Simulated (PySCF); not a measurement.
# C4H12BNO: NMR shifts and electronic excitations in gas and solvents, part 2 of 2

PySCF 2.14.0. Atoms count from 0. Earlier steps stand in the parts before.

## Step 5: Excited states and response: CAM-B3LYP/def2-SVPD

The job: settings as JSON, then the geometry in Å.

```
{"job": {"kind": "uv", "xc": "CAM-B3LYP", "basis": "def2-SVPD", "dynamic": true, "nstates": 6, "ntriplets": 0}, "charge": 0, "multiplicity": 1}
C     -1.663543     1.455902     0.779798
C     -1.559090    -0.005906     0.382706
C     -0.126624    -0.516757     0.335166
C     -0.048184    -1.997162     0.002118
O      0.572920     0.238729    -0.633279
B      1.923528     0.430720    -0.603805
N      2.774183    -0.087747     0.388824
H     -1.268509     1.624345     1.794976
H     -2.707404     1.802986     0.766288
H     -1.085860     2.084421     0.086477
H     -2.129900    -0.638371     1.083220
H     -2.003429    -0.159747    -0.615857
H      0.327057    -0.342961     1.333359
H     -0.498156    -2.184119    -0.984810
H      0.996885    -2.339482    -0.031672
H     -0.586240    -2.599188     0.749727
H      2.396898     1.093902    -1.499318
H      2.474300    -0.646680     1.175676
H      3.765039     0.105130     0.381515
```

With the program's defaults for keys left out, this is: TDDFT CAM-B3LYP/def2-SVPD, vertical, gas phase, core orbitals frozen in the response.

The program printed:

```text
coarse grid: 15024 points
cycle   1  E = -314.0402177492  dE =  7.313e-01  |g| = 6.818e-01  |ddm| = 7.212e+00
cycle   2  E = -314.0077857039  dE =  3.243e-02  |g| = 8.422e-01  |ddm| = 2.021e+00
cycle   3  E = -314.1378872109  dE = -1.301e-01  |g| = 8.904e-02  |ddm| = 1.049e+00
cycle   4  E = -314.1391334059  dE = -1.246e-03  |g| = 4.153e-02  |ddm| = 1.717e-01
cycle   5  E = -314.1394972230  dE = -3.638e-04  |g| = 8.827e-03  |ddm| = 6.087e-02
cycle   6  E = -314.1395134372  dE = -1.621e-05  |g| = 2.124e-03  |ddm| = 1.592e-02
cycle   7  E = -314.1395145594  dE = -1.122e-06  |g| = 4.140e-04  |ddm| = 5.802e-03
final grid: 142704 points
cycle   8  E = -314.2015730604  dE = -4.427e-05  |g| = 4.607e-03  |ddm| = 1.163e-01
cycle   9  E = -314.2015731741  dE = -1.137e-07  |g| = 4.794e-03  |ddm| = 1.800e-02
cycle  10  E = -314.2015782165  dE = -5.042e-06  |g| = 4.399e-04  |ddm| = 6.188e-03
cycle  11  E = -314.2015782462  dE = -2.973e-08  |g| = 2.710e-04  |ddm| = 8.710e-04
cycle  12  E = -314.2015782611  dE = -1.487e-08  |g| = 5.003e-05  |ddm| = 4.279e-04
cycle  13  E = -314.2015782616  dE = -5.016e-10  |g| = 1.168e-05  |ddm| = 8.607e-05
converged SCF energy = -314.2015782616

Static polarisability (au): isotropic 76.629, principal 68.965 75.944 84.979

Singlet excitations
state   eV       nm        f      main configurations
  1   7.0379    176.2   0.02918   H->L 0.84
  2   8.0018    154.9   0.03010   H->L+3 0.30, H->L+2 0.27, H->L+1 0.19
  3   8.2197    150.8   0.07531   H->L+4 0.46, H->L+2 0.22, H-1->L 0.11
  4   8.2989    149.4   0.00679   H-1->L 0.40, H->L+1 0.17, H-2->L 0.08
  5   8.3502    148.5   0.03640   H-1->L 0.24, H->L+1 0.17, H->L+4 0.15
  6   8.5222    145.5   0.01168   H-1->L+4 0.45, H-1->L+3 0.17, H-1->L 0.13
```

Run time: 92 s. Hardware: 1 thread of Arm Neoverse N1, shared host; peak memory 1.2 GiB.

Frontier orbitals and where they lie:

| orbital | eV | atoms |
| --- | --- | --- |
| HOMO−3 | -10.72 | B5 17 %, H16 16 %, C1 13 % |
| HOMO−2 | -10.49 | N6 22 %, O4 17 %, C3 13 % |
| HOMO−1 | -9.98 | O4 37 %, C2 16 %, H12 9 % |
| HOMO | -9.16 | N6 43 %, O4 27 %, B5 8 % |
| LUMO | 1.04 | B5 42 %, H18 11 %, H17 10 % |
| LUMO+1 | 1.73 | C1 13 %, H10 13 %, C0 10 % |
| LUMO+2 | 1.85 | C0 13 %, B5 11 %, H17 9 % |

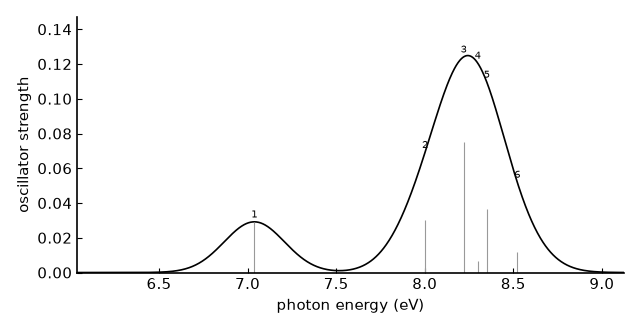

Absorption spectrum from the 6 singlet states computed; above the last one it falls off for lack of states. Lines are broadened to a width of 0.40 eV (Gaussian).

Ground-state properties from the same run:

| property | computed |
| --- | --- |
| dipole moment (D) | 2.43 |
| polarisability (Å³) | 11.36 |
| HOMO–LUMO gap (eV) | 10.20 |
| −ε(HOMO) (eV) | 9.16 |
| C6 with itself (au) | 2603 |

## Step 6: Excited states and response: CAM-B3LYP/def2-SVPD in dichloromethane

Same as in step 5 but for these lines:

```diff
@@ -1,2 +1,2 @@
-{"job": {"kind": "uv", "xc": "CAM-B3LYP", "basis": "def2-SVPD", "dynamic": true, "nstates": 6, "ntriplets": 0}, "charge": 0, "multiplicity": 1}
+{"job": {"kind": "uv", "xc": "CAM-B3LYP", "basis": "def2-SVPD", "solvent": "dichloromethane", "nstates": 6, "ntriplets": 0}, "charge": 0, "multiplicity": 1}
 C     -1.663543     1.455902     0.779798
```

With the program's defaults for keys left out, this is: TDDFT CAM-B3LYP/def2-SVPD, vertical, IEF-PCM dichloromethane (non-equilibrium linear response), core orbitals frozen in the response.

The program printed:

```text
coarse grid: 15024 points
cycle   1  E = -314.0522804121  dE =  7.198e-01  |g| = 6.668e-01  |ddm| = 7.220e+00
cycle   2  E = -314.0274899594  dE =  2.479e-02  |g| = 8.043e-01  |ddm| = 2.000e+00
cycle   3  E = -314.1446798397  dE = -1.172e-01  |g| = 8.059e-02  |ddm| = 1.001e+00
cycle   4  E = -314.1456873617  dE = -1.008e-03  |g| = 3.999e-02  |ddm| = 1.648e-01
cycle   5  E = -314.1460254090  dE = -3.380e-04  |g| = 8.184e-03  |ddm| = 5.843e-02
cycle   6  E = -314.1460390025  dE = -1.359e-05  |g| = 2.098e-03  |ddm| = 1.470e-02
cycle   7  E = -314.1460401096  dE = -1.107e-06  |g| = 3.914e-04  |ddm| = 5.460e-03
final grid: 142704 points
cycle   8  E = -314.2080616567  dE = -4.441e-05  |g| = 4.549e-03  |ddm| = 1.178e-01
cycle   9  E = -314.2080618870  dE = -2.302e-07  |g| = 4.700e-03  |ddm| = 1.789e-02
cycle  10  E = -314.2080666990  dE = -4.812e-06  |g| = 4.472e-04  |ddm| = 6.130e-03
cycle  11  E = -314.2080667315  dE = -3.251e-08  |g| = 2.619e-04  |ddm| = 8.747e-04
cycle  12  E = -314.2080667457  dE = -1.412e-08  |g| = 4.852e-05  |ddm| = 4.451e-04
cycle  13  E = -314.2080667461  dE = -4.738e-10  |g| = 1.171e-05  |ddm| = 7.883e-05
converged SCF energy = -314.2080667461

Static polarisability (au): isotropic 96.985, principal 90.708 96.394 103.853

Singlet excitations
state   eV       nm        f      main configurations
  1   7.1972    172.3   0.04223   H->L 0.81
  2   7.9729    155.5   0.14712   H->L+3 0.56, H->L+4 0.27
  3   8.1936    151.3   0.02275   H->L+3 0.26, H->L+2 0.24, H->L+4 0.21
  4   8.3700    148.1   0.02186   H->L+1 0.38, H->L+2 0.16, H-2->L 0.14
  5   8.3951    147.7   0.00881   H-1->L 0.26, H-1->L+3 0.26, H-1->L+4 0.15
  6   8.5411    145.2   0.01476   H-1->L 0.56, H-1->L+2 0.09, H-1->L+4 0.09
```

It took 79 s on 1 thread of Arm Neoverse N1, shared host; peak memory 1.2 GiB.

In short: HOMO -9.09 eV, LUMO 1.18 eV; lowest singlet 7.20 eV.

## Step 7: Excited states and response: CAM-B3LYP/def2-SVPD in water

Same as in step 6 but for these lines:

```diff
@@ -1,2 +1,2 @@
-{"job": {"kind": "uv", "xc": "CAM-B3LYP", "basis": "def2-SVPD", "solvent": "dichloromethane", "nstates": 6, "ntriplets": 0}, "charge": 0, "multiplicity": 1}
+{"job": {"kind": "uv", "xc": "CAM-B3LYP", "basis": "def2-SVPD", "solvent": "water", "nstates": 6, "ntriplets": 0}, "charge": 0, "multiplicity": 1}
 C     -1.663543     1.455902     0.779798
```

Level: TDDFT CAM-B3LYP/def2-SVPD, vertical, IEF-PCM water (non-equilibrium linear response), core orbitals frozen in the response.

The program printed:

```text
coarse grid: 15024 points
cycle   1  E = -314.0544737284  dE =  7.176e-01  |g| = 6.646e-01  |ddm| = 7.222e+00
cycle   2  E = -314.0307151238  dE =  2.376e-02  |g| = 7.988e-01  |ddm| = 2.005e+00
cycle   3  E = -314.1461003002  dE = -1.154e-01  |g| = 7.939e-02  |ddm| = 9.975e-01
cycle   4  E = -314.1470782730  dE = -9.780e-04  |g| = 3.974e-02  |ddm| = 1.640e-01
cycle   5  E = -314.1474124043  dE = -3.341e-04  |g| = 8.097e-03  |ddm| = 5.788e-02
cycle   6  E = -314.1474256923  dE = -1.329e-05  |g| = 2.097e-03  |ddm| = 1.452e-02
cycle   7  E = -314.1474268064  dE = -1.114e-06  |g| = 3.927e-04  |ddm| = 5.464e-03
final grid: 142704 points
cycle   8  E = -314.2094401895  dE = -4.443e-05  |g| = 4.540e-03  |ddm| = 1.182e-01
cycle   9  E = -314.2094404407  dE = -2.513e-07  |g| = 4.685e-03  |ddm| = 1.790e-02
cycle  10  E = -314.2094452153  dE = -4.775e-06  |g| = 4.494e-04  |ddm| = 6.132e-03
cycle  11  E = -314.2094452486  dE = -3.324e-08  |g| = 2.607e-04  |ddm| = 8.844e-04
cycle  12  E = -314.2094452626  dE = -1.405e-08  |g| = 4.858e-05  |ddm| = 4.519e-04
cycle  13  E = -314.2094452631  dE = -4.782e-10  |g| = 1.181e-05  |ddm| = 7.832e-05
converged SCF energy = -314.2094452631

Static polarisability (au): isotropic 101.857, principal 96.036 101.756 107.780

Singlet excitations
state   eV       nm        f      main configurations
  1   7.2300    171.5   0.04093   H->L 0.81
  2   7.9626    155.7   0.14697   H->L+3 0.41, H->L+4 0.23, H->L+2 0.23
  3   8.1910    151.4   0.01926   H->L+3 0.36, H->L+4 0.19, H->L+1 0.15
  4   8.3946    147.7   0.01836   H->L+1 0.28, H->L+2 0.21, H-2->L 0.13
  5   8.4016    147.6   0.00899   H-1->L 0.20, H-1->L+2 0.20, H-1->L+3 0.17
  6   8.5487    145.0   0.01262   H-1->L 0.62, H-1->L+2 0.12
```

Wall time 80 s (1 thread of Arm Neoverse N1, shared host); peak memory 1.2 GiB.

In short: HOMO -9.09 eV, LUMO 1.18 eV; lowest singlet 7.23 eV.

## Step 8: Run by run: NMR shifts

Shifts (ppm) of some atoms, chosen among heavy atoms and hydrogens apart, means over like atoms, with basis size and wall time:

| run | C2 | C1 | C3 | H12 | H17 | O4 | N6 | functions | time |
| --- | --- | --- | --- | --- | --- | --- | --- | --- | --- |
| PBE0/pcSseg-1 in dichloromethane | 70.8 | 34.6 | 24.4 | 3.59 | 3.18 | 152.9 | 83.5 | 179 | 41 s |
| PBE0/pcSseg-1 in water | 71.0 | 34.7 | 24.5 | 3.66 | 3.29 | 153.3 | 84.8 | 179 | 37 s |

The continuum's effect on the ground state:

| solvent | ε | polarisation energy (Eh) | μ (D) |
| --- | --- | --- | --- |
| dichloromethane | 8.93 | -0.0076 | 3.27 |
| water | 78.36 | -0.0094 | 3.46 |

## Step 9: Side by side: electronic excitations

Excitations and ground-state properties, with basis size and wall time:

| run | lowest singlet (eV) | brightest (eV) | f | gap (eV) | α (Å³) | μ (D) | functions | time |
| --- | --- | --- | --- | --- | --- | --- | --- | --- |
| CAM-B3LYP/def2-SVPD | 7.04 | 8.22 | 0.075 | 10.20 | 11.36 | 2.43 | 239 | 92 s |
| CAM-B3LYP/def2-SVPD in dichloromethane | 7.20 | 7.97 | 0.147 | 10.27 | 14.37 | 3.25 | 239 | 79 s |
| CAM-B3LYP/def2-SVPD in water | 7.23 | 7.96 | 0.147 | 10.27 | 15.09 | 3.47 | 239 | 80 s |

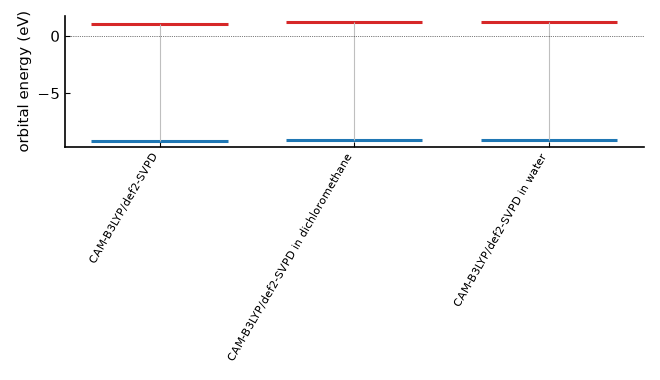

HOMO (blue) and LUMO (red) run by run.

The continuum's effect on the ground state:

| solvent | ε | polarisation energy (Eh) | μ (D) |
| --- | --- | --- | --- |
| dichloromethane | 8.93 | -0.0076 | 3.25 |
| water | 78.36 | -0.0095 | 3.47 |

## Step 10: Outcome

What follows sums up all 2 parts.

| quantity | value |
| --- | --- |
| point group | C1 |
| rotational constants (main isotopes) | 3.77, 1.72, 1.37 GHz |
| 13C shifts against TMS (PBE0/pcSseg-1, dichloromethane) | 70.8, 34.6, 24.4, 13.2 ppm |
| 1H shifts against TMS (PBE0/pcSseg-1, dichloromethane, means over atoms taken as alike) | 4.08, 3.59, 3.18, 1.30, 1.29, 1.17, 1.01 ppm |
| 17O shifts against H2O (PBE0/pcSseg-1, dichloromethane) | 152.9 ppm |
| 11B shifts against BF3·OEt2 (PBE0/pcSseg-1, dichloromethane) | 26.0 ppm |
| 15N shifts against NH3 (PBE0/pcSseg-1, dichloromethane) | 83.5 ppm |
| lowest singlet (CAM-B3LYP/def2-SVPD) | 7.04 eV (176 nm), f = 0.029 |
| brightest single state of those computed | state 3, 8.22 eV, f = 0.075 |
| range of the shift of N6 | 83.5 to 84.8 ppm |
| range of the lowest singlet | 7.04 to 7.23 eV |

**Reading.** The start of the PBE0/def2-SVP relaxation was shaken at random by about 0.01 Å, so part of the energy gained, and of the first lengths quoted, undoes that. Relaxing lowered the energy by 0.140 eV in 6 steps; the close pair that moved most is C3–H14, from 1.056 to 1.100 Å. No frequency check was run at this level, so the end point may be a saddle. At PBE0/pcSseg-1: Shielding is most anisotropic at O4 (span 201 ppm, paramagnetic term -210 ppm). The lowest singlet, at 7.04 eV, is HOMO→LUMO 0.84 and is weak; of the 6 states computed, the strongest absorption comes from state 3 at 8.22 eV. Across the 2 runs the shift of N6 moves most, between 83.5 (PBE0/pcSseg-1 in dichloromethane) and 84.8 ppm (PBE0/pcSseg-1 in water). Part of that comes from the computed reference. Each shift counts from a reference computed in the same medium, and that reference moves with the solvent too, so shifts and shieldings show the solvent's effect differently. The continuum holds electrostatics alone: no hydrogen bonds to the solvent, and the gas-phase geometry is kept. The lowest singlet runs from 7.04 eV (CAM-B3LYP/def2-SVPD) to 7.23 eV (CAM-B3LYP/def2-SVPD in water), while the orbital gap spans 10.20 to 10.27 eV. The lowest state need not be the same one in every run.
